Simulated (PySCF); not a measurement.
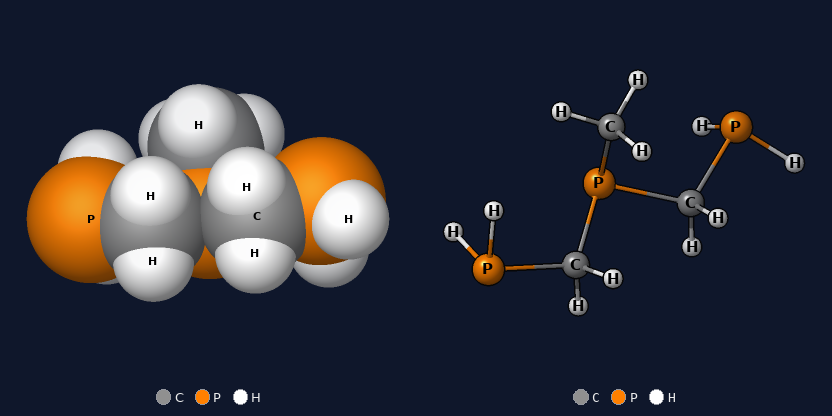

Both panels show the same species.

The computed structure is the end point of a PBE0-D3(BJ)/def2-SVP optimisation. No frequency run is at hand to confirm it as a minimum.

Identify the structure.

The molecule is C₃H₁₁P₃. Its SMILES string is `CP(CP)CP`. It has no ring. This geometry has C1 symmetry. Coordination: 3 C tetrahedral; 3 P trigonal pyramidal.

The parts below concern this one geometry. Atoms keep their numbers from picture to picture.

**NMR shielding**

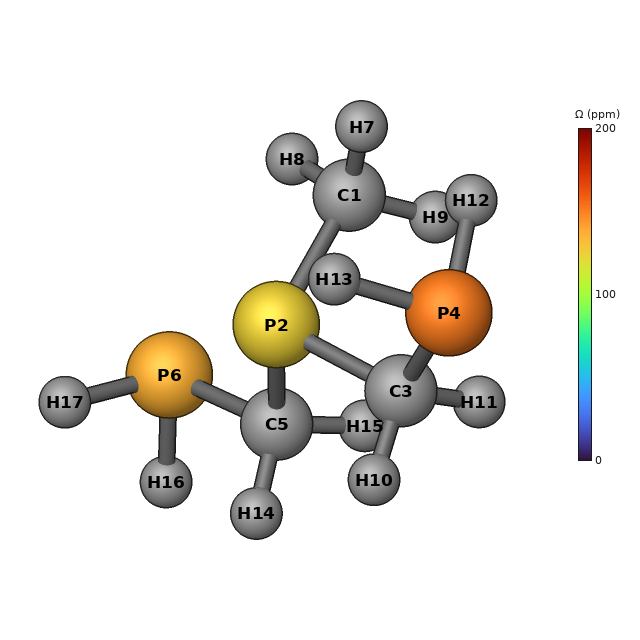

The P atoms are coloured by the span of their shielding tensor. No frequency run is at hand to confirm it as a minimum. Method: GIAO KT2/pcSseg-1 NMR shielding, non-relativistic, gas phase (PySCF 2.14.0). Principal shieldings σ11 ≤ σ22 ≤ σ33, span Ω = σ33 − σ11, skew κ = 3(σiso − σ22)/Ω.

Which P atom has the most anisotropic shielding?

P4, with a span of 151 ppm.

Give the shielding tensors of the P atoms.

```tsv
atom	σ11	σ22	σ33	σiso	Ω	κ
P2	295.1	364.6	419.4	359.7	124.3	−0.12
P4	423.5	481.9	574.1	493.1	150.6	0.22
P6	433.7	481.6	569.8	495.1	136.1	0.30
```

Shieldings and span in ppm.

**Charges**

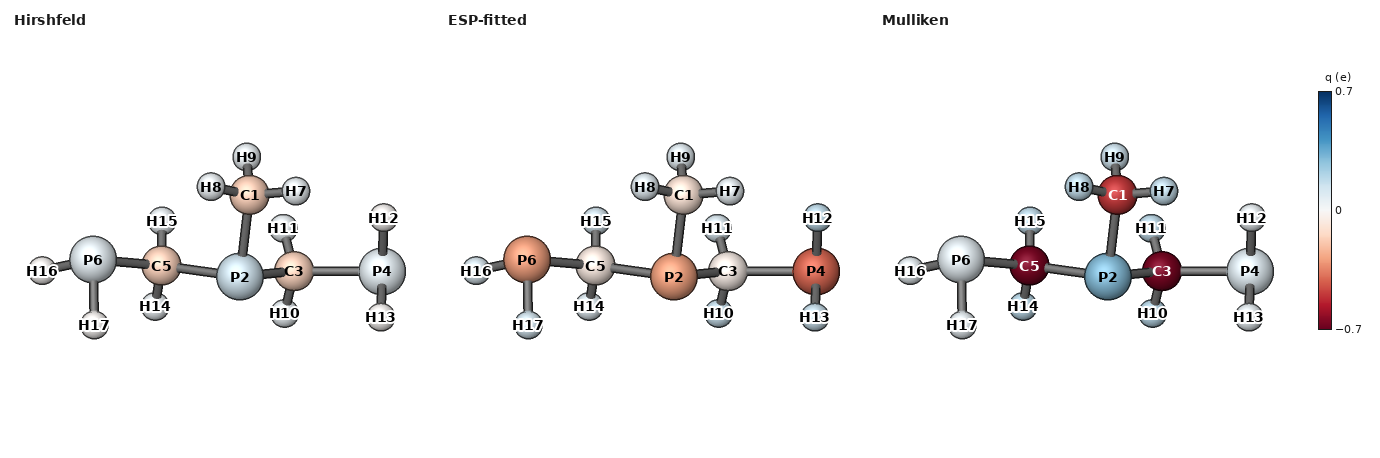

Atomic charges of one calculation by 3 schemes, on one colour scale. No frequency run is at hand to confirm it as a minimum. Level of theory: PBE0/pcSseg-1 in benzene (IEF-PCM) (PySCF 2.14.0).

Which scheme gives the most polar picture (largest mean size of the charges)?

The Mulliken charges are the largest in size here, and the Hirshfeld charges the smallest.

On which atom do the schemes disagree most?

On C3 (from −0.66 to −0.05 e).

List the charges (e), one line for each set of equivalent atoms.

| atom | Hirshfeld | ESP-fitted | Mulliken |
| --- | --- | --- | --- |
| C1 | −0.17 | −0.10 | −0.49 |
| P2 | 0.13 | −0.28 | 0.30 |
| C3 | −0.16 | −0.05 | −0.66 |
| P4 | 0.06 | −0.40 | 0.08 |
| C5 | −0.16 | −0.06 | −0.66 |
| P6 | 0.06 | −0.29 | 0.06 |
| H7 | 0.04 | 0.05 | 0.16 |
| H8 | 0.04 | 0.07 | 0.17 |
| H9 | 0.04 | 0.07 | 0.14 |
| H10 | 0.04 | 0.15 | 0.19 |
| H11 | 0.04 | 0.10 | 0.17 |
| H12 | −0.01 | 0.17 | 0.04 |
| H13 | −0.02 | 0.15 | 0.05 |
| H14 | 0.04 | 0.08 | 0.18 |
| H15 | 0.04 | 0.11 | 0.17 |
| H16 | −0.01 | 0.10 | 0.05 |
| H17 | −0.01 | 0.12 | 0.05 |

**Polarisability**

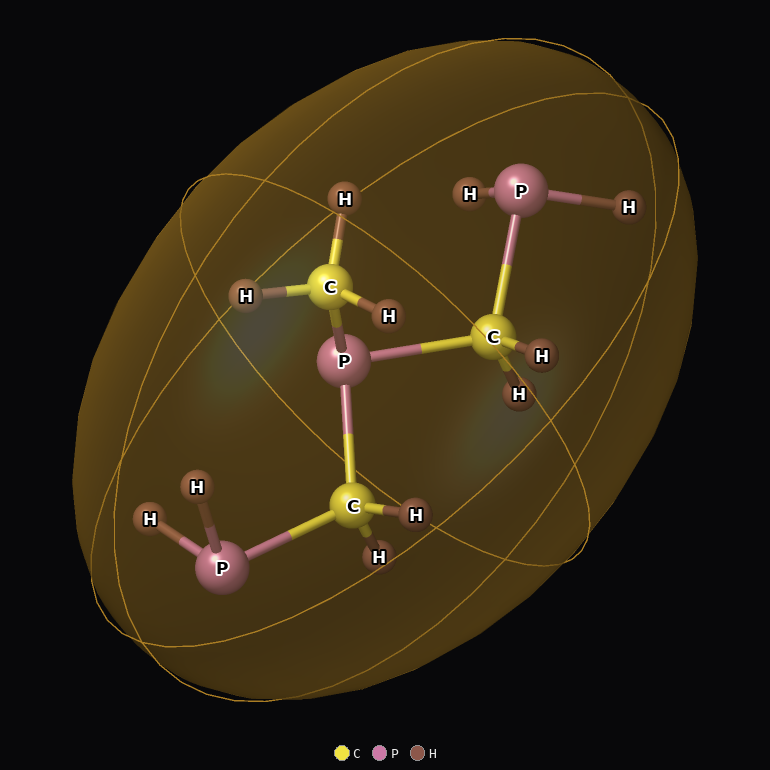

The ellipsoid shows the static dipole polarisability: its half-axes are proportional to the principal values. No frequency run is at hand to confirm it as a minimum. Level of theory: B3LYP/def2-SVPD in benzene (IEF-PCM) (PySCF 2.14.0).

How large and how anisotropic is the polarisability?

Principal values 118.1, 127.1, 181.4 bohr³; mean 142.2 bohr³ (21.07 Å³); anisotropy 59.3 bohr³, so the longest axis is 1.54 times the shortest.

Mulliken values depend strongly on the basis set and can even reverse the polarity of a bond.
